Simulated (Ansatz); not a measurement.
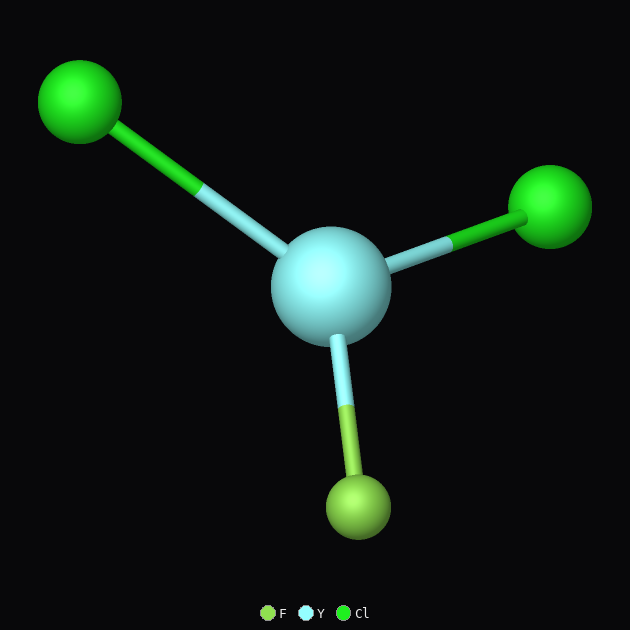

The species is neutral and a spin singlet. Harmonic vibrations computed with RKS PBE0-D4/def2-TZVP, core potentials on Y (Ansatz 0.2.0) at a stationary point of the same level.

> Minimum or transition state?

A minimum: no imaginary frequency, and the lowest mode lies at 39 cm⁻¹.

> How many vibrational modes are there, and where do they lie?

6 modes: 39, 81, 120, 341, 385, 607 cm⁻¹.
